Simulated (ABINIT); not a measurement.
Band structure of TaAu (P4/mmm, 2 atoms in the cell).

```yaml
crystal:
  lattice:
    - [2.95589, 0.00000, 0.00000]
    - [0.00000, 2.95589, 0.00000]
    - [0.00000, 0.00000, 4.15809]
  atoms:
    - { symbol: Ta, position: [0.50000, 0.50000, 0.50000] }
    - { symbol: Au, position: [0.00000, 0.00000, 0.00000] }
```

Level of theory: LDA (PW92), norm-conserving pseudopotentials (PseudoDojo nc-sr-04 LDA standard) (plane waves; ABINIT).

Settings: pseudos = [Ta.upf, Au.upf]; ecut = 38 Ha; occopt = 3; tsmear = 0.00367493 Ha; ngkpt = 9 9 7; nshiftk = 1; shiftk = 0 0 0; potentials = PseudoDojo nc-sr-04 LDA standard; kptopt = 1; nstep = 50; tolvrs1 = 1e-12; ndtset = 2; getden2 = 1.

The starting cell comes from a database of computed structures (which also holds hypothetical and non-ambient phases and stackings), without a prior relaxation at this level. Its lattice was rescaled by a random factor within 2.5 % of one. Spin-orbit coupling is off. Spin polarisation is off.

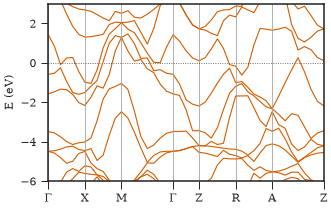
Fig. 1. Bands along the path, energies from the Fermi level.

Levels in eV from the Fermi level, bands 13 to 20:
```
point     13     14     15     16     17    18    19    20
-----  -----  -----  -----  -----  -----  ----  ----  ----
Γ      -4.49  -3.49  -1.57  -0.58   1.42  3.32  3.32  4.27
X      -4.45  -4.02  -2.16  -1.51  -0.99  1.30  2.68  6.46
M      -2.48  -1.04   1.29   1.29   2.04  2.04  2.51  6.13
Z      -4.20  -4.20  -3.44  -2.19   0.11  1.72  1.72  4.11
R      -4.39  -1.68  -1.19  -1.01  -0.17  2.33  2.88  3.38
A      -3.47  -2.48  -2.33  -2.33   1.65  3.08  6.14  7.60
```

Bands cross the Fermi level along this path, so the cell is metallic at this level.
